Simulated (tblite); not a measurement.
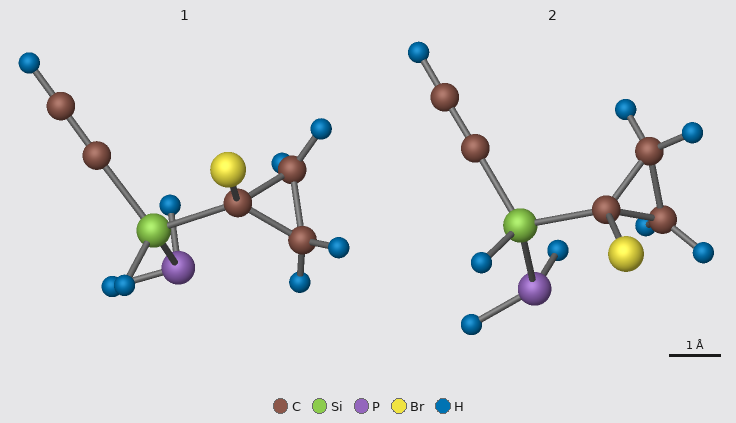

Two geometries of C5H8BrPSi, drawn at one scale. One is the start of a relaxation, the other its converged end. The picture is a ball-and-stick view, seen at a tilt.

Computed with tblite, GFN2-xTB geometry optimisation, gas phase. 

Which one is relaxed?

Structure 1 is the relaxed one. The energy falls by 98.5 kJ/mol in 162 geometry steps. The largest move after the best rigid fit is that of the Br atom, 1.76 Å. Largest moves by element: Br 1.76 Å, H 1.57 Å, C 0.72 Å, P 0.68 Å, Si 0.23 Å. Some distances before and after: H–P 1.455 → 1.380 Å, P–Si 2.195 → 2.249 Å, C–H 1.131 → 1.080 Å, C–Si 1.803 → 1.852 Å. Among the angles between lasting bonds that change: H–P–H 111.8° → 92.3°, Si–P–H 112.7° → 95.4°, Si–P–H 108.8° → 93.9°. Groups turn about C–Si by about 60°. The run took 2.7 s on 1 thread of Arm Neoverse N1 (shared host).
